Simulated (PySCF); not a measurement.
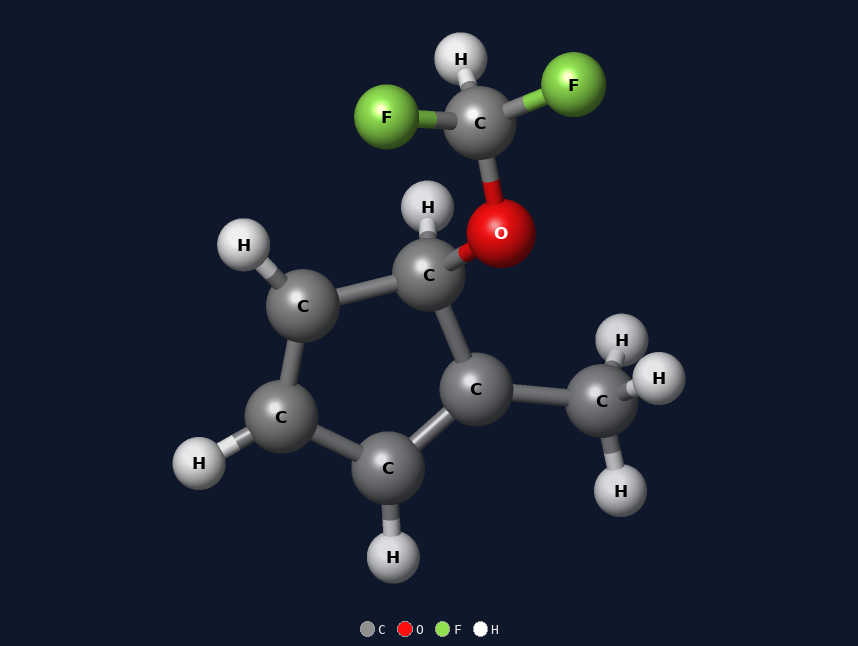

Every bond is drawn as one stick, whatever its order.

Computed geometry: GFN2-xTB optimisation. No frequency run is at hand to confirm it as a minimum.

**What is the molecular formula?**

C₇H₈F₂O, 18 atoms: 7 carbon, 8 hydrogen, 2 fluorine and 1 oxygen.

**Name functional groups in it.**

Among them: ether, alkene, C–F bond.

**How many bonds of each kind are drawn?**

8 C–H, 6 C–C, 2 C–O, 2 C–F.

More results for the same structure follow; atom numbers are the same in all pictures, views and colours differ.

Geometry

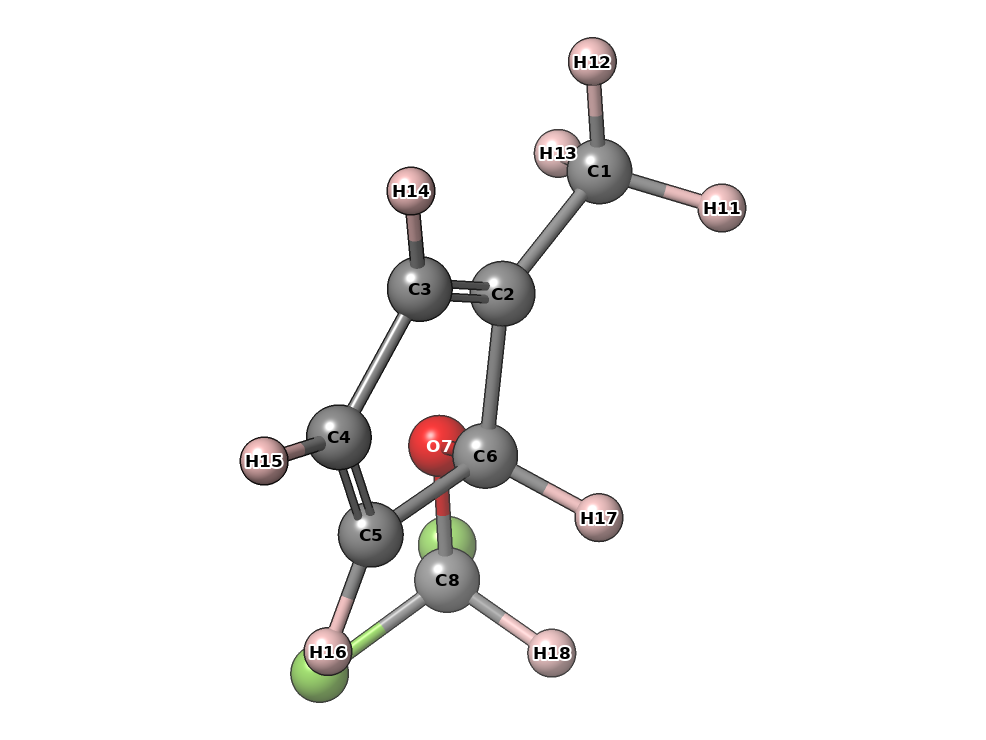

O7 lies behind C6. The molecule seen a little off the C6–O7 bond, C6 in front. Atoms fade into the background with distance from the viewer. No frequency run is at hand to confirm it as a minimum.

**What is the torsion angle C2–C6–O7–C8? The sign is positive where the front bond must turn clockwise to cover the back bond.**

169°, antiperiplanar (anti).

Electronic properties

No frequency run is at hand to confirm it as a minimum. Level of theory: PBE0/pcSseg-1, gas phase (PySCF 2.14.0).

What does the calculation give?

- dipole moment: 3.07 D
- HOMO energy (Kohn–Sham orbital): −6.54 eV
- LUMO energy (Kohn–Sham orbital): −1.24 eV
- HOMO–LUMO gap: 5.31 eV

NMR shielding

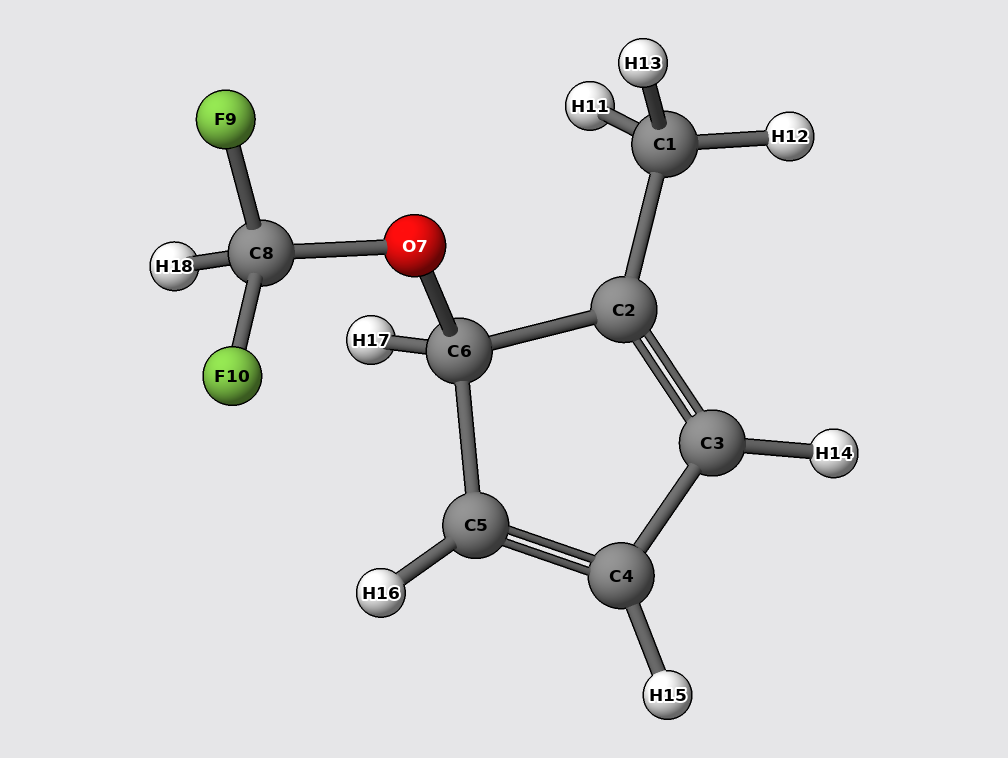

The questions are on isotropic NMR shieldings of the F atoms. No frequency run is at hand to confirm it as a minimum. Method: GIAO PBE0/pcSseg-1 NMR shielding, non-relativistic, gas phase (PySCF 2.14.0).

Give the isotropic NMR shieldings of the F atoms atom by atom.

```csv
atom,σ (ppm)
F9,267.4
F10,260.5
```

Bond orders

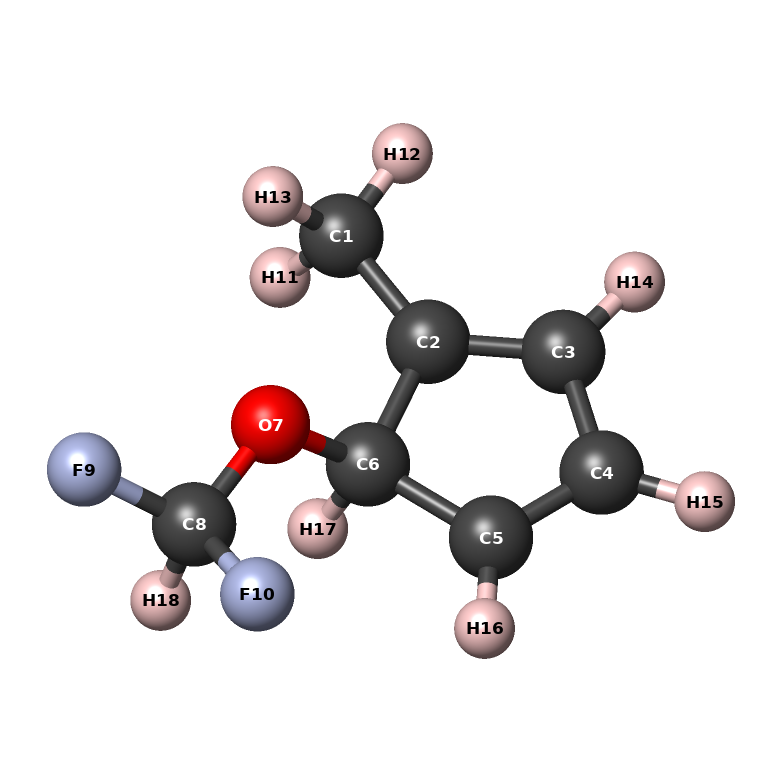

Every bond is drawn as one stick. No frequency run is at hand to confirm it as a minimum. Method: PBE0/pcSseg-1 (PySCF 2.14.0).

List the Mayer bond orders of C1–C2, C2–C3, C2–C6, C3–C4, C4–C5, C5–C6, C6–O7, O7–C8, C8–F9, C8–F10 (bonds between heavy atoms, one of each equivalent set).

```csv
bond,Mayer order,length (Å)
C1–C2,1.08,1.482
C2–C3,1.78,1.339
C2–C6,1.02,1.516
C3–C4,1.08,1.455
C4–C5,1.80,1.335
C5–C6,1.01,1.509
C6–O7,0.87,1.425
O7–C8,1.06,1.340
C8–F9,1.01,1.342
C8–F10,0.96,1.362
```

Charges

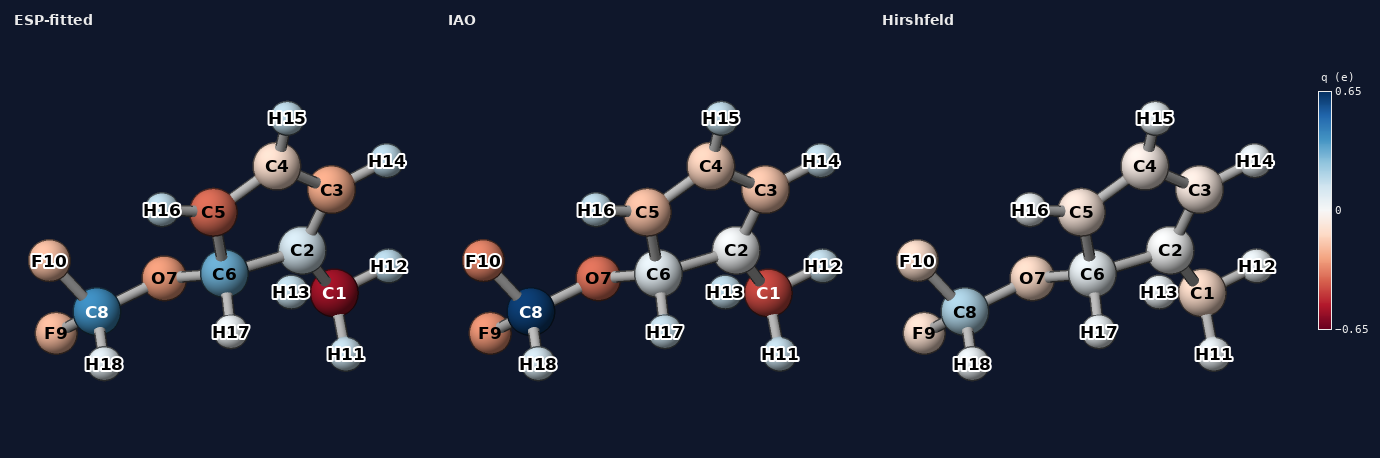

Atomic charges of one calculation by 3 schemes, on one colour scale. No frequency run is at hand to confirm it as a minimum. Computed with PBE0/pcSseg-1 (PySCF 2.14.0).

**On which atom do the schemes disagree most?**

On C1 (from −0.54 to −0.12 e); C8 (from 0.20 to 0.61 e).

List the charges (e), one line for each set of equivalent atoms.

```tsv
atom	ESP-fitted	IAO	Hirshfeld
C1	−0.54	−0.43	−0.12
C2	0.11	0.02	0.01
C3	−0.24	−0.18	−0.06
C4	−0.11	−0.14	−0.05
C5	−0.36	−0.19	−0.07
C6	0.32	0.07	0.05
O7	−0.27	−0.35	−0.13
C8	0.40	0.61	0.20
F9	−0.20	−0.29	−0.11
F10	−0.20	−0.32	−0.12
H11	0.15	0.15	0.05
H12	0.17	0.15	0.05
H13	0.16	0.16	0.05
H14	0.17	0.15	0.05
H15	0.16	0.16	0.06
H16	0.17	0.16	0.04
H17	0.04	0.14	0.04
H18	0.07	0.12	0.04
```
